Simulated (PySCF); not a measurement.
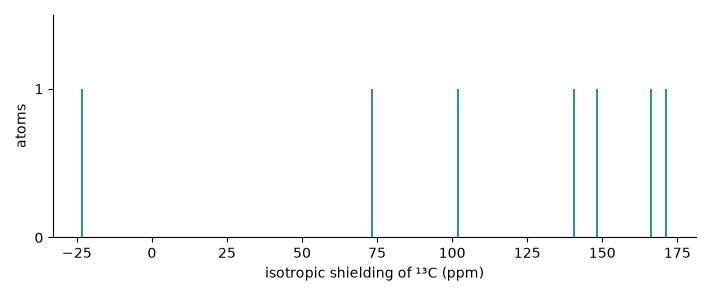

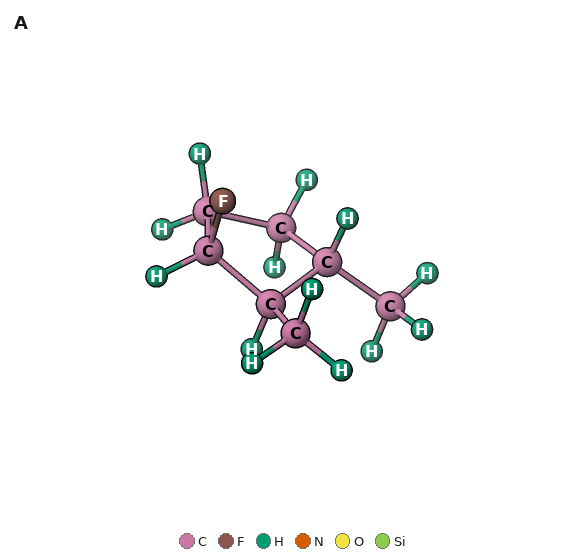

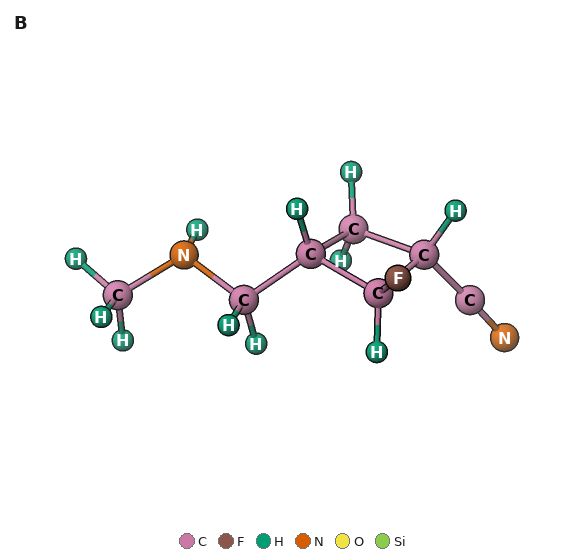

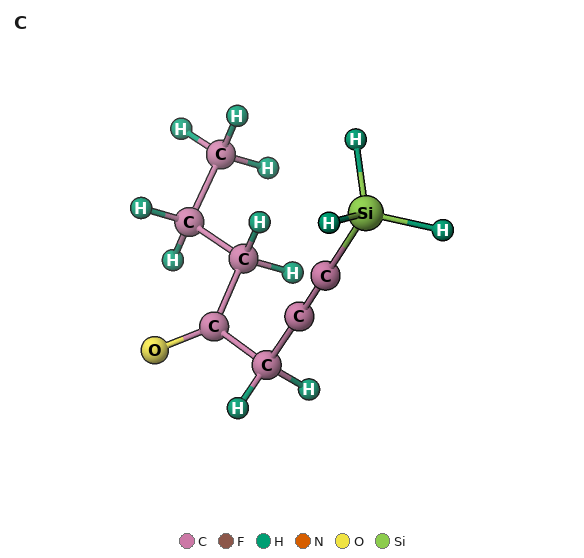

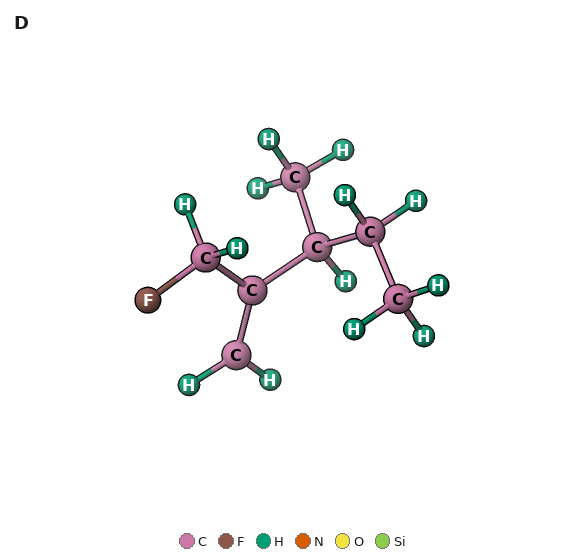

The sticks are computed shieldings of one of the molecules, for one fixed geometry (GFN2-xTB) without averaging over rotations. Low shielding means a high chemical shift. Method: GIAO PBE0/pcSseg-1 NMR shielding, non-relativistic, gas phase (PySCF 2.14.0).

Match the spectrum to a structure.

Answer. C, `CCCC(=O)CC#C[SiH3]`. Its 7 C atoms give lines at −23.2, 73.3, 102.0, 140.6, 148.1, 166.3, 171.4 ppm.

The geometry is semi-empirical. Around Si such bond lengths and angles can be off by a tenth of an ångström or more and by several degrees, and values that hang on the shape move with them.
